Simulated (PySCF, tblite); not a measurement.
# C10H3N3Se: excited states

Wanted: excited states for C10H3N3Se (`C[Se]C#CC#CC(C#N)=C(C#N)C#N`).

Programs: tblite 0.8.0 and PySCF 2.14.0, with routines of our own; each step states its level. All values are computed. Atoms count from 0.

## 1. The starting structure

17 atoms, charge 0, multiplicity 1; geometry from: force field or distance geometry start.

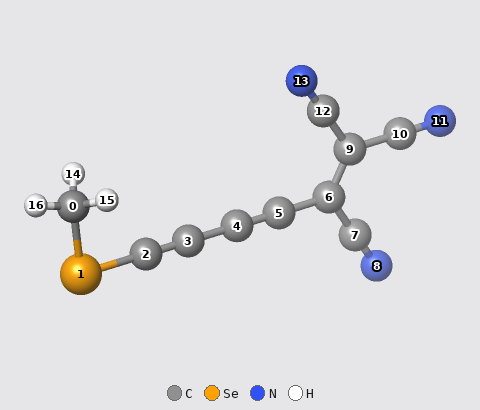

The starting geometry (carbon grey, selenium orange, nitrogen blue, hydrogen white).

## 2. Geometry optimisation with GFN2-xTB

What the job is given:

```
{"job": {"kind": "relax", "xc": "GFN2-xTB", "basis": "xTB"}, "charge": 0, "multiplicity": 1}
C      4.771300     0.508800    -0.638100
Se     4.476100    -1.409300    -0.671300
C      2.639800    -1.197200    -0.322200
C      1.452400    -1.043900    -0.120200
C      0.073400    -0.884900     0.146200
C     -1.108000    -0.738600     0.350200
C     -2.512500    -0.559500     0.605400
C     -3.309800    -1.754500     0.709400
N     -3.954000    -2.721600     0.783200
C     -3.060500     0.663200     0.756900
C     -4.469500     0.838300     1.007200
N     -5.600400     0.978100     1.216000
C     -2.258300     1.862000     0.666500
N     -1.605200     2.818600     0.576700
H      4.468300     0.931100     0.353800
H      4.152900     0.992300    -1.420800
H      5.836900     0.729300    -0.815700
```

On the command line:

```console
> OMP_NUM_THREADS=1 python excited_run.py task.json out
```

The driver reads the jobs from task.json and runs them one after another.

What it wrote:

```text
step      E/eV     max force
  0    -941.17530    3.212
  1    -941.02291    6.457
  2    -941.37351    2.055
  3    -941.31882    5.037
  4    -941.48719    0.753
  5    -941.51220    0.747
  6    -941.53685    1.068
  7    -941.55112    0.645
  8    -941.55542    0.733
  9    -941.56177    0.176
 10    -941.56474    0.165
 11    -941.56875    0.212
 12    -941.56913    0.531
 13    -941.57146    0.104
 14    -941.57255    0.123
 15    -941.57405    0.148
 16    -941.57466    0.088
 17    -941.57531    0.060
 18    -941.57580    0.070
 19    -941.57622    0.074
 20    -941.57656    0.050
 21    -941.57697    0.071
 22    -941.57745    0.098
 23    -941.57786    0.072
 24    -941.57807    0.033
 25    -941.57817    0.032
 26    -941.57828    0.044
 27    -941.57840    0.048
 28    -941.57851    0.038
 29    -941.57859    0.027
 30    -941.57866    0.045
 31    -941.57875    0.057
 32    -941.57884    0.043
 33    -941.57888    0.016
 34    -941.57890    0.011
 35    -941.57892    0.021
 36    -941.57896    0.034
 37    -941.57902    0.041
 38    -941.57909    0.032
 39    -941.57915    0.026
 40    -941.57920    0.024
 41    -941.57925    0.028
 42    -941.57933    0.034
 43    -941.57940    0.026
 44    -941.57946    0.019
 45    -941.57949    0.019
 46    -941.57954    0.026
 47    -941.57959    0.025
 48    -941.57963    0.016
 49    -941.57967    0.019
 50    -941.57971    0.020
 51    -941.57976    0.022
 52    -941.57980    0.018
 53    -941.57983    0.014
 54    -941.57985    0.008
```

Wall time 0.49 s (1 thread of Arm Neoverse V2, shared host).

Step by step: (not every step is listed) (the energy doesn't fall at every step)

| step | energy from step 0 (eV) | largest force (eV/Å) |
| --- | --- | --- |
| 0 | 0.0000 | 3.2120 |
| 1 | 0.1524 | 6.4572 |
| 2 | -0.1982 | 2.0551 |
| 3 | -0.1435 | 5.0366 |
| 4 | -0.3119 | 0.7534 |
| 5 | -0.3369 | 0.7466 |
| 6 | -0.3615 | 1.0675 |
| 7 | -0.3758 | 0.6454 |
| 8 | -0.3801 | 0.7332 |
| 12 | -0.3938 | 0.5308 |
| 16 | -0.3994 | 0.0881 |
| 20 | -0.4013 | 0.0505 |
| 24 | -0.4028 | 0.0328 |
| 28 | -0.4032 | 0.0382 |
| 32 | -0.4035 | 0.0430 |
| 36 | -0.4037 | 0.0344 |
| 40 | -0.4039 | 0.0244 |
| 44 | -0.4042 | 0.0187 |
| 48 | -0.4043 | 0.0158 |
| 49 | -0.4044 | 0.0188 |
| 50 | -0.4044 | 0.0202 |
| 51 | -0.4045 | 0.0224 |
| 52 | -0.4045 | 0.0184 |
| 53 | -0.4045 | 0.0142 |
| 54 | -0.4045 | 0.0085 |

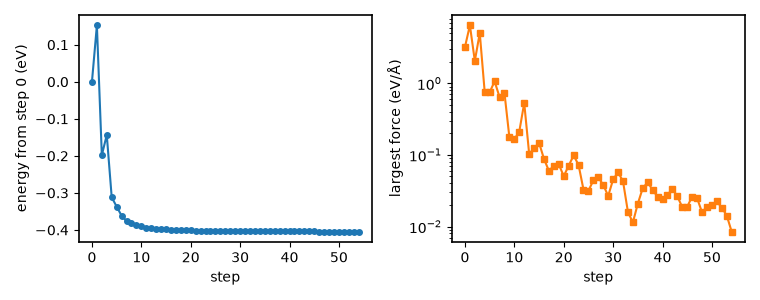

Energy and force, step by step.

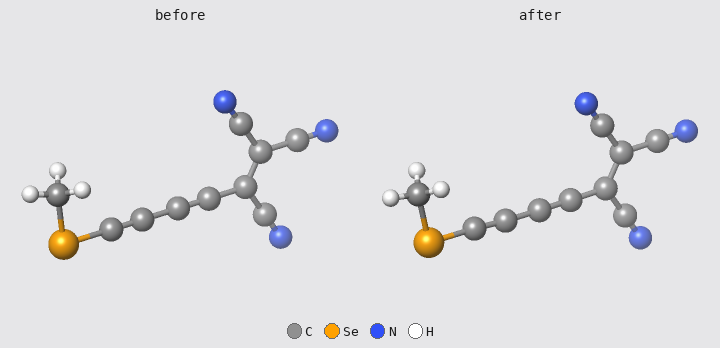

The geometry before (left) and after (right).

Close pairs (by a distance rule), those that changed most:

| bond | before (Å) | after (Å) | change (Å) |
| --- | --- | --- | --- |
| Se1–C2 | 1.881 | 1.790 | -0.091 |
| C3–C4 | 1.413 | 1.335 | -0.078 |
| C5–C6 | 1.439 | 1.387 | -0.052 |
| C9–C12 | 1.445 | 1.409 | -0.036 |
| C9–C10 | 1.442 | 1.408 | -0.033 |
| C0–H14 | 1.120 | 1.087 | -0.033 |
| C6–C9 | 1.348 | 1.378 | +0.030 |
| C0–Se1 | 1.941 | 1.963 | +0.022 |

The end geometry stands in the next job.

## 3. Infrared spectrum with GFN2-xTB

What the job is given:

```
{"job": {"kind": "ir", "xc": "GFN2-xTB", "basis": "xTB"}, "charge": 0, "multiplicity": 1}
C      4.790287     0.555520    -0.638440
Se     4.313176    -1.348872    -0.630503
C      2.562837    -1.150550    -0.313006
C      1.361176    -1.074909    -0.096480
C      0.055213    -0.928904     0.140305
C     -1.136013    -0.769699     0.358047
C     -2.487824    -0.582421     0.604594
C     -3.282687    -1.753742     0.700538
N     -3.906238    -2.710906     0.773596
C     -3.055727     0.664302     0.754132
C     -4.430319     0.840723     1.004232
N     -5.546790     1.003273     1.209005
C     -2.270662     1.830801     0.659654
N     -1.622435     2.773704     0.581629
H      4.551408     0.986977     0.330130
H      4.238954     1.059231    -1.428199
H      5.858645     0.617500    -0.825868
```

What it wrote:

```text
mode    cm-1     km/mol
  1      23.6      0.64
  2      30.7      0.37
  3      38.9      2.65
  4      67.3      0.33
  5      68.5      2.03
  6      86.5      3.82
  7     106.4      1.74
  8     112.9      7.15
  9     133.9     16.61
 10     144.2      1.00
 11     189.0      1.35
 12     206.3      6.95
 13     266.5      0.19
 14     281.8     13.89
 15     309.7      9.29
 16     328.0      2.54
 17     365.8      1.35
 18     384.7      0.30
 19     395.9      1.95
 20     433.8      0.29
 21     487.8      8.57
 22     518.4      1.03
 23     549.0     13.07
 24     554.8     17.97
 25     564.0      5.71
 26     612.8      0.27
 27     616.0      1.90
 28     872.8      7.30
 29     876.0     16.25
 30     929.7      3.60
 31    1079.5      8.56
 32    1231.4     16.76
 33    1281.8      7.32
 34    1362.8      8.50
 35    1421.7      7.16
 36    1422.4      6.49
 37    1495.1    719.91
 38    2158.7    731.37
 39    2211.4   1065.06
 40    2335.4    158.51
 41    2362.8    371.80
 42    2377.4    161.09
 43    3014.5      1.89
 44    3026.6      4.67
 45    3038.2      3.35
```

Run time: 0.85 s. Hardware: 1 thread of Arm Neoverse V2, shared host.

The strongest bands and the atoms that carry them (share of the mass-weighted mode):

| cm⁻¹ | km/mol | atoms |
| --- | --- | --- |
| 555 | 18.0 | C0 69 %, Se1 15 % |
| 1231 | 16.8 | C9 76 % |
| 1495 | 719.9 | C6 50 %, C9 42 % |
| 2159 | 731.4 | C3 56 %, C2 41 % |
| 2211 | 1065.1 | C4 50 %, C5 45 % |
| 2335 | 158.5 | C12 32 %, C10 27 %, N13 21 %, N11 18 % |
| 2363 | 371.8 | C7 26 %, C10 20 %, N8 17 %, C12 14 % |
| 2377 | 161.1 | C7 33 %, N8 22 %, C12 14 %, C10 12 % |

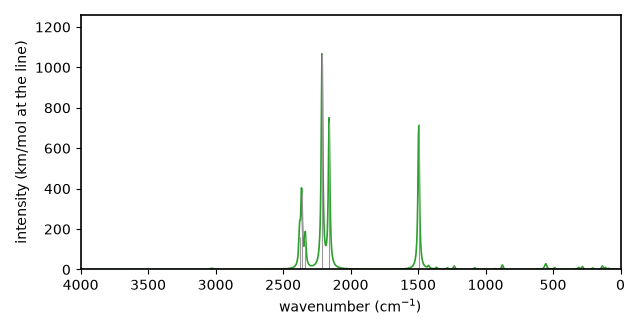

The infrared spectrum from these modes, unscaled. Lines are broadened to a width of 14 cm⁻¹ (Lorentzian).

## 4. Excited states: TDA wB97X-D/def2-SVP

Settings changed since step 3:

```diff
@@ -1,2 +1,2 @@
-{"job": {"kind": "ir", "xc": "GFN2-xTB", "basis": "xTB"}, "charge": 0, "multiplicity": 1}
+{"job": {"kind": "states", "xc": "wB97X-D", "basis": "def2-SVP", "tda": true, "soc": true, "nstates": 5, "ntriplets": 4, "nquad": 4}, "charge": 0, "multiplicity": 1}
 C      4.790287     0.555520    -0.638440
```

With the program's defaults for keys left out, this is: TDA wB97X-D/def2-SVP excited states, vertical, gas phase, spin-orbit mean-field couplings.

What it wrote:

```text
coarse grid: 81912 points
cycle   1  E = -2947.3411509643  dE =  2.066e+00  |g| = 9.838e-01  |ddm| = 6.395e+00
cycle   2  E = -2946.7888389569  dE =  5.523e-01  |g| = 1.896e+00  |ddm| = 2.687e+00
cycle   3  E = -2947.5910868917  dE = -8.022e-01  |g| = 1.118e-01  |ddm| = 1.697e+00
cycle   4  E = -2947.5920328458  dE = -9.460e-04  |g| = 1.006e-01  |ddm| = 2.423e-01
cycle   5  E = -2947.5946065712  dE = -2.574e-03  |g| = 2.220e-02  |ddm| = 1.234e-01
cycle   6  E = -2947.5947381708  dE = -1.316e-04  |g| = 7.329e-03  |ddm| = 3.499e-02
cycle   7  E = -2947.5947573637  dE = -1.919e-05  |g| = 3.040e-03  |ddm| = 1.551e-02
cycle   8  E = -2947.5947608028  dE = -3.439e-06  |g| = 1.610e-03  |ddm| = 5.428e-03
final grid: 174248 points
cycle   9  E = -2947.5945259122  dE = -2.347e-06  |g| = 2.343e-03  |ddm| = 1.165e-02
cycle  10  E = -2947.5945244312  dE =  1.481e-06  |g| = 3.618e-03  |ddm| = 4.449e-03
cycle  11  E = -2947.5945272035  dE = -2.772e-06  |g| = 2.202e-04  |ddm| = 2.586e-03
cycle  12  E = -2947.5945272232  dE = -1.970e-08  |g| = 1.430e-04  |ddm| = 4.317e-04
cycle  13  E = -2947.5945272328  dE = -9.543e-09  |g| = 6.314e-05  |ddm| = 2.827e-04
cycle  14  E = -2947.5945272349  dE = -2.092e-09  |g| = 2.444e-05  |ddm| = 1.371e-04
cycle  15  E = -2947.5945272352  dE = -3.683e-10  |g| = 1.763e-05  |ddm| = 7.151e-05
converged SCF energy = -2947.5945272352

Singlet excitations
state   eV       nm        f     d(h-e)  d(exc)  Lambda  PR(NTO)  |dmu|/D   mu/D   main configurations
  1   3.3032   375.3   0.76939   2.254   4.762   0.643   1.271    5.821   14.070   H->L 0.84, H-1->L+1 0.09
  2   3.4482   359.6   0.00006   1.775   4.086   0.373   1.158    5.752   13.934   H-1->L 0.85
  3   3.5062   353.6   0.00017   0.407   3.750   0.458   1.181    1.080    9.332   H->L+1 0.88
  4   5.0082   247.6   0.51593   0.183   3.923   0.791   1.574    0.905    9.168   H-2->L 0.72, H-1->L+1 0.12
  5   5.1764   239.5   0.32226   1.803   5.010   0.751   2.930                     H-1->L+1 0.32, H->L+2 0.30, H-2->L 0.18

Triplet excitations (Tamm-Dancoff)
state   eV     d(h-e)  d(exc)  Lambda  PR(NTO)   main configurations
  1   1.7928   0.790   4.119   0.667   1.069   H->L 0.75, H-2->L 0.20
  2   3.2044   0.818   3.779   0.421   2.092   H->L+1 0.48, H-1->L 0.41
  3   3.2936   1.096   4.049   0.754   1.431   H-2->L 0.52, H-3->L 0.16, H->L+2 0.14
  4   3.3775   1.108   3.903   0.413   2.058   H-1->L 0.48, H->L+1 0.44
S1 - T1 = 1.5104 eV

Spin-orbit couplings |<S|Hso|T>| (cm-1)
             T1       T2       T3       T4
S0        0.713  155.200    5.135  139.931
S1        0.302   72.745    0.481   49.946
S2       48.448    0.741   67.283    0.467
S3       21.722    1.162   22.846    1.538
S4        0.079   66.952    0.444   15.167
S5        0.146   16.509    0.698   80.705
T1 sublevels (cm-1): 0.000 0.004 0.019   radiative rates (1/s): 1.85 0.011 0.0629
```

Wall time 90 s (1 thread of Arm Neoverse V2, shared host); peak memory 1.2 GiB.

In short:

| quantity | value |
| --- | --- |
| S1 less T1 | 1.51 eV |

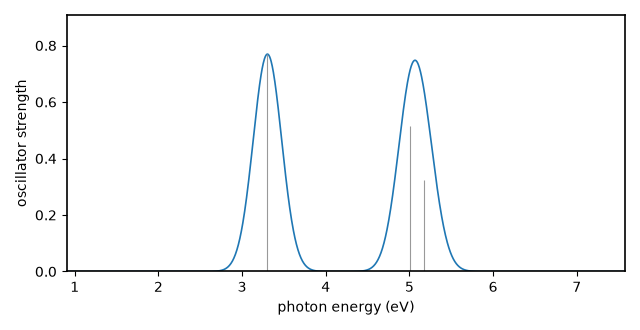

Absorption lines of the singlets. Lines are broadened to a width of 0.40 eV (Gaussian).

## 5. What came out

```
                                 quantity                   value
strongest single infrared mode (GFN2-xTB)  2211 cm⁻¹, 1065 km/mol
             zero-point energy (GFN2-xTB)           57.7 kcal/mol
S1 less T1 (step 4, TDA wB97X-D/def2-SVP)                 1.51 eV
```

**Reading.** All 45 modes are real, so the xTB geometry is a minimum. The strongest single mode, at 2211 cm⁻¹, moves mainly C4 and C5. GFN2-xTB is a fitted tight-binding method: band positions and strengths are rough. Its intensities can rank the bands wrongly. Scalar relativity is left out for the heavy atoms. In step 4, the number of triplets below S1 is 3, and the largest singlet-triplet spin-orbit coupling is S0–T2, 155.20 cm⁻¹.
